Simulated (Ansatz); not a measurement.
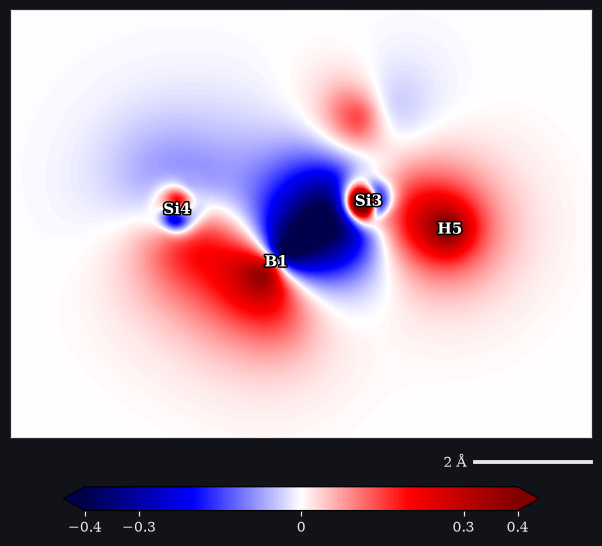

*BFH$_{5}$Si$_{2}$ (SMILES F[SiH+][BH2-][SiH2+]) (charge +1). The HOMO on the plane of atoms Si3, B1 and Si4 (values in Å⁻³ᐟ²; the overall sign is arbitrary).*

Geometry: B3LYP-D3(BJ)/def2-SVP.

Theory: Ansatz 0.2.0, isolated molecule in a Gaussian basis; Kohn-Sham density functional theory, functional PBE0.

```xyz
9

B    -0.3256    1.0804    1.9344
F     0.6337    3.8968    1.2384
Si   -0.5118    2.7870    1.1198
Si    0.8576    0.8963    3.4465
H    -1.4429    3.1727    0.0369
H    -1.3577    0.4622    1.8925
H     0.3715    0.9669    0.8859
H     0.4393    0.3479    4.7590
H     2.2852    1.3003    3.4319
```

> Where does this orbital lie, and at what energy?

It lies mainly on B1 (about 30 %), Si3 (about 30 %), Si4 (about 15 %), H5 (about 10 %) and H7 (about 10 %). Its energy is −13.70 eV.
